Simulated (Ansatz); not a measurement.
# BeHg (built on the sites of a database entry of SrHg): Grüneisen parameters, part 2 of 2

Aim: how the phonons of BeHg (built on the sites of a database entry of SrHg) shift with volume, and the thermal expansion that follows.

Ansatz 0.2.0; DFT PBEsol, scalar-relativistic, plane waves, PseudoDojo norm-conserving pseudopotentials.

So far, highest frequency on the path or at a solved wavevector (cm⁻¹): step 2 (phonons on a q mesh) 280; step 4 (phonons at the other volume, volume ratio 0.97) 302.

The structure was built from a prototype and need not be the compound's stable phase.

### Step 5. Relaxing at another volume, volume ratio 1.03

The volume is scaled by 1.03 and held; symmetry leaves nothing to relax, so this is a single point. The modes can then be followed against volume.

Input file input.yaml:

```yaml
crystal:
  lattice:
    - [3.1105929718, 0.0, 0.0]
    - [0.0, 3.1105929718, 0.0]
    - [0.0, 0.0, 3.1105929718]
  atoms:
    - { symbol: Be, position: [0.5, 0.5, 0.5] }
    - { symbol: Hg, position: [0.0, 0.0, 0.0] }
kpoints:
  mp_grid: { grid: [12, 12, 12] }
hamiltonian:
  xc: pbesol
  pseudopotentials: { kind: nc, accuracy: standard }
scf:
  occupations: { method: methfessel_paxton, width: 0.15 }
output:
  forces: true
  stress: true
  eigenvalues: true
```

On the command line:

```console
> ansatz run input.yaml --threads 4 --pin off --max-ram 7168MiB --backend cpu --events-out ev --progress --plain --runs-dir out
```

Numbers of over 12 decimals in the logs are rounded to 6 here.

Output:

```text
[...]
Crystal: 2 atoms, lattice volume = 30.097 Å³
Basis set: ecut = 1197.300995 eV, 2897 PW (Γ), exchange–correlation on 72×72×72 points (8 copies of the dense FFT grid, shifted against one another)
Bands: 16, of which v1, the nominal top of the filled ones, is band 12 counted from 1 (11 counted from 0)
Symmetry: 48 space group operations
[...]
k-points: 84 of 1728
[...]
--- Band table (eV; the first three rows and the last of 84) ---
  k-point 0: bands = [... 8 lower, 7.7577, 7.7577, 7.7577, 17.7354, 17.7354, 17.7354, 22.7949, 25.1104]
  k-point 1: bands = [... 8 lower, 7.7044, 7.7044, 7.7621, 17.0791, 17.9033, 17.9033, 22.9982, 25.0310]
  k-point 2: bands = [... 8 lower, 7.5637, 7.5637, 7.7743, 15.6445, 18.3862, 18.3862, 23.2278, 24.8123]
  k-point 83: bands = [... 8 lower, 8.4371, 8.4371, 16.8253, 16.8253, 16.8253, 16.8312, 16.8759, 17.9135]
[key lines of the parts left out:]
SCF converged after 7 iterations
Free energy (F): -4909.020597 eV
Fermi energy:    15.287836 eV
P = ⅓ Tr σ = -2.7489 GPa (-27.489 kbar)
```

Wall time 2.1 s (4 threads of Arm Neoverse V2, shared host); peak memory 0.41 GiB; 8 s of CPU time.

This step gave:

```
pressure        : -2.749 GPa
volume per atom : 15.05 Å³
```

The run ends at a pressure of -2.75 GPa.

### Step 6. Phonons at the other volume, volume ratio 1.03

The phonons are repeated at this volume on the same k and q meshes.

input.yaml, the sections that differ from step 5:

```yaml
output:
  eigenvalues: true
phonons:
  method: dfpt
  qmesh: [4, 4, 4]
  temperatures: { t_max: 1000, t_step: 50 }
  qpath:
    path:
      - [[0.0, 0.0, 0.0], [0.0, 0.5, 0.0], [0.5, 0.5, 0.0], [0.0, 0.0, 0.0], [0.5, 0.5, 0.5], [0.0, 0.5, 0.0]]
      - [[0.5, 0.5, 0.5], [0.5, 0.5, 0.0]]
    npoints: 10
# crystal, kpoints, hamiltonian, scf: as in step 5
```

Output:

```text
[...]
Crystal: 2 atoms, lattice volume = 30.097 Å³
Basis set: ecut = 1197.300995 eV, 2897 PW (Γ), exchange–correlation on 72×72×72 points (8 copies of the dense FFT grid, shifted against one another)
Bands: 16, of which v1, the nominal top of the filled ones, is band 12 counted from 1 (11 counted from 0)
Symmetry: 48 space group operations
k-points: 84 of 1728
[...]
k-point 83: bands = [... 8 lower, 8.4371, 8.4371, 16.8253, 16.8253, 16.8253, 16.8312, 16.8759, 17.9135]
[...]
ASR residual: 7.232e-5 → 0.000e0 eV/Å²; symmetrization residual: 3.466e-6 eV/Å²
  ASR residual per site (eV/Å²): 1.90e-5 7.23e-5
  Γ frequencies (cm⁻¹): 0.00 0.00 0.00 194.12 194.12 194.12
--- Phonons (arbitrary-q DFPT): 10 irreducible q on the 4×4×4 mesh ---
[...]
interpolated dispersion: 62 rows × 6 modes
[...]
[key lines of the parts left out:]
SCF converged after 9 iterations
Free energy (F): -4909.020597 eV
Fermi energy:    15.287834 eV
```

It took 8.3 min on 4 threads; peak memory 3.8 GiB.

Numbers from this step:

```yaml
sum_rule_residual_before_enforcement: 7.23e-5 eV/Å²
lowest_frequency_on_the_path: -86.78 cm⁻¹
highest_frequency_on_the_path_or_at_a_solved_wavevector: 256.7 cm⁻¹
highest_optical_mode_at_the_zone_centre_no_lo_to_term: 194.1 cm⁻¹
lowest_optical_zone_centre_mode: 194.1 cm⁻¹
lowest_mode_on_the_q_mesh_acoustic_modes_at_gamma_apart: -86.58 cm⁻¹
```

The highest optical mode at the zone centre (no LO-TO term) is 194.1 cm⁻¹, -22.1 cm⁻¹ against the base run.

### Step 7. Grüneisen parameters

The Grüneisen parameter of a mode is minus the logarithmic change of its frequency with volume, −d ln ω / d ln V; weighted by heat capacity it gives the expansion.

This step gave:

| Item | Value |
| --- | --- |
| bulk modulus | 102.5 GPa |

Phonon branches along the path, in cm⁻¹:

| point | branch 1 | branch 2 | branch 3 | branch 4 | branch 5 | branch 6 |
| --- | --- | --- | --- | --- | --- | --- |
| Γ | 0 | 0 | 0 | 216 | 216 | 216 |
| X | 28 | 28 | 108 | 200 | 200 | 251 |
| M | -77 | -77 | -24 | 233 | 233 | 270 |
| Γ | 0 | 0 | 0 | 216 | 216 | 216 |
| R | 77 | 77 | 77 | 90 | 90 | 90 |
| X | 28 | 28 | 108 | 200 | 200 | 251 |
| jump to R | 77 | 77 | 77 | 90 | 90 | 90 |
| M | -77 | -77 | -24 | 233 | 233 | 270 |

The same for volume x 0.97:

| point | branch 1 | branch 2 | branch 3 | branch 4 | branch 5 | branch 6 |
| --- | --- | --- | --- | --- | --- | --- |
| Γ | 0 | 0 | 0 | 239 | 239 | 239 |
| X | 34 | 34 | 117 | 228 | 228 | 286 |
| M | -70 | -70 | -18 | 261 | 261 | 292 |
| Γ | 0 | 0 | 0 | 239 | 239 | 239 |
| R | 97 | 97 | 97 | 128 | 128 | 128 |
| X | 34 | 34 | 117 | 228 | 228 | 286 |
| R | 97 | 97 | 97 | 128 | 128 | 128 |
| M | -70 | -70 | -18 | 261 | 261 | 292 |

The same for volume x 1.03:

| point | branch 1 | branch 2 | branch 3 | branch 4 | branch 5 | branch 6 |
| --- | --- | --- | --- | --- | --- | --- |
| Γ | 0 | 0 | 0 | 194 | 194 | 194 |
| X | 22 | 22 | 100 | 169 | 169 | 212 |
| M | -84 | -84 | -29 | 204 | 204 | 247 |
| Γ | 0 | 0 | 0 | 194 | 194 | 194 |
| R | -60 | -60 | -60 | 84 | 84 | 84 |
| X | 22 | 22 | 100 | 169 | 169 | 212 |
| R | -60 | -60 | -60 | 84 | 84 | 84 |
| M | -84 | -84 | -29 | 204 | 204 | 247 |

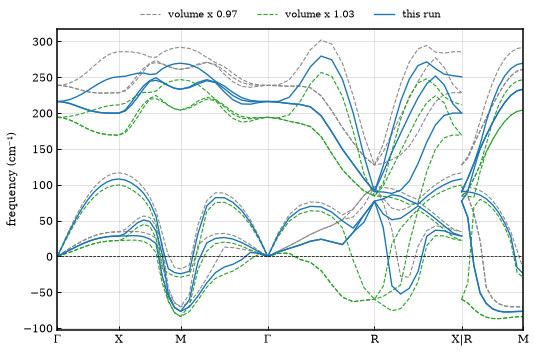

Phonon branches along the path; dashed: volume x 0.97 and volume x 1.03.

### Step 8. What came out

```json
{"bulk modulus": "102 GPa"}
```

What this shows: No expansion is given, because modes are imaginary at one volume or more. The highest optical mode at Γ goes from 239 to 194 cm⁻¹ as the cell grows, a Grüneisen parameter of 3.44. Branches are matched by rank, so values near crossings are rough. With no gap, or one that is small against the smearing, the frequencies hang on the k mesh and the smearing, most of all near Kohn anomalies. Spin-orbit coupling is left out, which can matter for the heavy elements here. The starting cell was built on a prototype and not taken from a measurement, so the phase need not exist.

[Logs are printed without paths, hosts, clocks, repeated set-up lines and the standing remarks that a program may print on its own settings, such as how far it seeks lower states.]

[Hosts, paths, dates, database ids (printed as entryN), source tags and the programs' standing remarks are cut or masked in the printed files.]
